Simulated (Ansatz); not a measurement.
**H3NO (hydroxylamine) at 6 levels**

Wanted: a comparison of 6 runs (CAM-B3LYP/STO-3G, revPBE/STO-3G, MP2/STO-3G, CCSDT(Q)/STO-3G, CCSDTQ/STO-3G, CCSD(T)/STO-3G) of H3NO (hydroxylamine). 

The results are computed with Ansatz 0.2.0.

51 further runs of the same task are left out: 1 that didn't finish, 50 set aside as unsound or not needed.

## (1) The system as given

H3NO: 5 atoms, total charge 0, spin state singlet. SMILES: `NO`. The H4–N1 distance was set to 2.039 Å, away from the relaxed value. At this shape a bond of the SMILES string is far longer than usual.

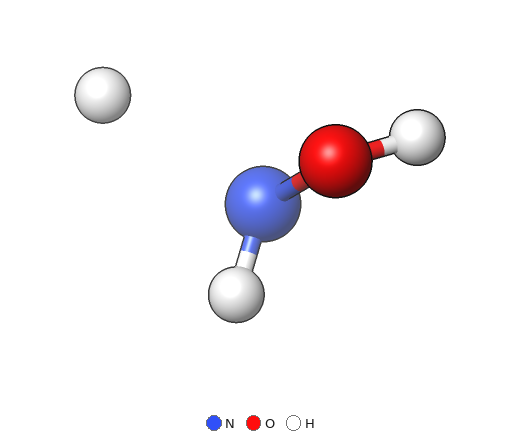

Viewed from a chosen angle; nitrogen blue, oxygen red, hydrogen white.

## (2) The energy at CAM-B3LYP/STO-3G (run 1)

run.yaml

```yaml
crystal:
  periodic: [false, false, false]
  atoms:
    - {symbol: N, position_ang: [0.798855, -0.618566, -0.171222]}
    - {symbol: O, position_ang: [1.349495, 0.422124, 0.643458]}
    - {symbol: H, position_ang: [0.815995, -1.458266, 0.406958]}
    - {symbol: H, position_ang: [-1.156690, -0.114310, -0.454620]}
    - {symbol: H, position_ang: [2.103405, 0.760504, 0.142228]}
basis:
  gaussian:
    orbitals: STO-3G
total_charge: 0
hamiltonian:
  xc: {name: CAM-B3LYP}
accuracy: high
```

Run with:

```sh
ansatz run run.yaml --threads 1 --pin off --max-ram 2610MiB --events-out events.jsonl --progress --plain --runs-dir runs
```

What it wrote:

```text
Warning: RAYON_NUM_THREADS=1 ignored (pool sized by the plan → 1); use --threads N
Functional definition: CAM-B3LYP
  name "CAM-B3LYP"
  parameter alpha = 0.19
  parameter beta = 0.46
  parameter omega = 0.33/bohr
  parameter ac = 0.81
  exchange = (1 - alpha - beta)*b88_x + beta*b88_x_sr(omega) + alpha*exact_x + beta*exact_x_lr(omega)
  correlation = (1 - ac)*vwn5_c + ac*lyp_c
208 factors; integrals over basis functions are off by at most 2.3e-8 eV
126 factors; integrals over basis functions are off by at most 6.8e-10 eV
mean field evaluation 1: about -3527.8485 eV, gradient 1.0e1 eV
mean field evaluation 2: about -3527.6113 eV, gradient 1.3e1 eV
mean field evaluation 4: about -3528.3446 eV, gradient 5.0e-1 eV
mean field evaluation 8: about -3528.3153 eV, gradient 1.3e-2 eV
mean field evaluation 16: about -3528.3153 eV, gradient 1.9e-7 eV
mean field -3528.31531242 eV, -129.6631961536 hartree, gradient 4.8e-8 eV, S^2 0.000000; 0 other end points of the search recorded, 0 dependent functions left out
reference -3528.31532467 eV, -129.6631966037 hartree; 9, 9 occupied and 4, 4 virtual orbitals, 208 factors
Total energy: -3528.31532467 eV, -129.6631966037 hartree
```

Wall time 0.89 s (1 thread of Arm Neoverse V1, shared host).

## (3) The energy at revPBE/STO-3G (run 2)

molecule.yaml

```yaml
crystal:
  periodic: [false, false, false]
  atoms:
    - symbol: N
      position_ang: [0.798855, -0.618566, -0.171222]
    - symbol: O
      position_ang: [1.349495, 0.422124, 0.643458]
    - symbol: H
      position_ang: [0.815995, -1.458266, 0.406958]
    - symbol: H
      position_ang: [-1.156690, -0.114310, -0.454620]
    - symbol: H
      position_ang: [2.103405, 0.760504, 0.142228]
basis:
  gaussian: {orbitals: STO-3G}
accuracy: high
hamiltonian: {xc: {name: revPBE}}
total_charge: 0
```

Run with:

```sh
ansatz run molecule.yaml --threads 1 --pin off --max-ram 2610MiB --events-out events.jsonl --progress --plain --runs-dir runs
```

What it wrote:

```text
Warning: RAYON_NUM_THREADS=1 ignored (pool sized by the plan → 1); use --threads N
Functional definition: revPBE
  name "revPBE"
  parameter kappa = 1.245
  parameter beta = 0.06672455060314922
  exchange = pbe_x(kappa = kappa, mu = beta*pi^2/3)
  correlation = pbe_c(beta = beta)
208 factors; integrals over basis functions are off by at most 2.3e-8 eV
mean field evaluation 1: about -3529.4395 eV, gradient 1.3e1 eV
mean field evaluation 2: about -3521.4709 eV, gradient 2.7e1 eV
mean field evaluation 4: about -3527.9038 eV, gradient 2.1e1 eV
mean field evaluation 8: about -3530.3917 eV, gradient 3.0e-4 eV
mean field -3530.39172687 eV, -129.7395029771 hartree, gradient 5.6e-8 eV, S^2 0.000000; 0 other end points of the search recorded, 0 dependent functions left out
reference -3530.39172911 eV, -129.7395030592 hartree; 9, 9 occupied and 4, 4 virtual orbitals, 208 factors
Total energy: -3530.39172911 eV, -129.7395030592 hartree
```

Wall time 0.77 s (1 thread of Arm Neoverse V1, shared host).

## (4) The energy at MP2/STO-3G (run 3)

job.yaml

```yaml
crystal:
  periodic: [false, false, false]
  atoms:
    - {symbol: N, position_ang: [0.798855, -0.618566, -0.171222]}
    - {symbol: O, position_ang: [1.349495, 0.422124, 0.643458]}
    - {symbol: H, position_ang: [0.815995, -1.458266, 0.406958]}
    - {symbol: H, position_ang: [-1.156690, -0.114310, -0.454620]}
    - {symbol: H, position_ang: [2.103405, 0.760504, 0.142228]}
basis:
  gaussian: {orbitals: STO-3G}
correlation: {method: mp2, frozen_orbitals: {H: 0, "N": 1, O: 1}}
accuracy: high
```

Run with:

```sh
ansatz run job.yaml --threads 1 --pin off --max-ram 2610MiB --events-out events.jsonl --progress --plain --runs-dir runs
```

What it wrote, shortened:

```text
Warning: RAYON_NUM_THREADS=1 ignored (pool sized by the plan → 1); use --threads N
Functional definition: HF
  name "HF"
[...]
208 factors; integrals over basis functions are off by at most 2.3e-8 eV
[...]
mean field -3510.36273133 eV, -129.0034509670 hartree, gradient 1.7e-8 eV, S^2 0.000000; 0 other end points of the search recorded, 0 dependent functions left out; unrestricted orbitals would lower it
[...]
unrestricted determinant -3513.77113850 eV, -129.1287076204 hartree, S^2 0.9403
2 core orbitals not correlated: weight in the atoms' cores, before any rotation towards them, 1.000 or more for the frozen orbitals, at most 0.000 for the correlated occupied ones
reference -3510.36273133 eV, -129.0034509670 hartree; 7, 7 occupied and 4, 4 virtual orbitals, 208 factors
second order -4.25983843 eV of doubles, -0.00000000 eV of singles
Total energy: -3514.62256976 eV, -129.1599971419 hartree
```

It took 0.1 s on 1 thread of Arm Neoverse V1, shared host.

Runs 4 to 5 aren't shown in full; the table further down has their settings and results.

## (5) The energy at CCSD(T)/STO-3G (run 6)

job.yaml, as its differences from that of step 4:

```diff
@@ -10,3 +10,4 @@
   gaussian: {orbitals: STO-3G}
-correlation: {method: mp2, frozen_orbitals: {H: 0, "N": 1, O: 1}}
+correlation: {method: ccsd_t, frozen_orbitals: {H: 0, "N": 1, O: 1}}
 accuracy: high
+scf: {omitted_lower_state_checks: [cluster_reference, increment]}
```

Run with:

```sh
ansatz run job.yaml --threads 1 --pin off --max-ram 2610MiB --events-out events.jsonl --progress --plain --runs-dir runs
```

What it wrote, shortened:

```text
Warning: RAYON_NUM_THREADS=1 ignored (pool sized by the plan → 1); use --threads N
Functional definition: HF
  name "HF"
[...]
208 factors; integrals over basis functions are off by at most 2.3e-8 eV
[...]
mean field -3510.36273133 eV, -129.0034509670 hartree, gradient 1.7e-8 eV, S^2 0.000000; 0 other end points of the search recorded, 0 dependent functions left out; unrestricted orbitals would lower it
2 core orbitals not correlated: weight in the atoms' cores, before any rotation towards them, 1.000 or more for the frozen orbitals, at most 0.000 for the correlated occupied ones
reference -3510.36273133 eV, -129.0034509670 hartree; 7, 7 occupied and 4, 4 virtual orbitals, 208 factors
second order -4.25983843 eV of doubles, -0.00000000 eV of singles
cycle   1  -4.58233724 eV  change    -1.4e0 eV  update   1.4e-1
[...]
cycle  26  -6.34972998 eV  change   6.0e-10 eV  update  4.4e-10
perturbative correction -0.13214832 eV, -0.0048563614 hartree
WARN: these amplitudes may be one of several solutions (largest doubles amplitude 0.53, level shift 6.05 eV)
Total energy: -3516.84460963 eV, -129.2416556011 hartree
Checks for a lower state left out: cluster_reference, increment
```

Wall time 0.12 s (1 thread of Arm Neoverse V1, shared host).

## (6) The series

| run | level | frozen core orbitals | energy (Eh) | wall time |
| --- | --- | --- | --- | --- |
| 1 | CAM-B3LYP/STO-3G | – | -129.663197 | 0.89 s |
| 2 | revPBE/STO-3G | – | -129.739503 | 0.77 s |
| 3 | MP2/STO-3G | 2 | -129.159997 | 0.1 s |
| 4 | CCSDT(Q)/STO-3G | 2 | -129.242536 | 0.22 s |
| 5 | CCSDTQ/STO-3G | 2 | -129.242541 | 3.6 s |
| 6 | CCSD(T)/STO-3G | 2 | -129.241656 | 0.12 s |

## (7) Results

| quantity | value |
| --- | --- |
| run 6: total energy | -129.24166 Eh |
| run 6: correlation energy (2 core orbitals frozen) | -238.2 mEh |
| run 6: (T) correction | -4.86 mEh |
| run 6: T1 diagnostic | 0.030 |

What this shows: Totals of different functionals can't be ranked against each other. In runs 3, 4, 5, 6 the log says that unrestricted orbitals would lower the reference, so the values rest on an unstable closed-shell determinant (other closed-shell runs at this shape may share the fault). In runs 1, 2, 3, 4, 5, 6 the basis is minimal, so the values are rough. In runs 1, 2, 3, 6 a closed-shell determinant meets a far-stretched bond, which it describes badly. All runs together took 5.7 s, the longest 3.6 s.
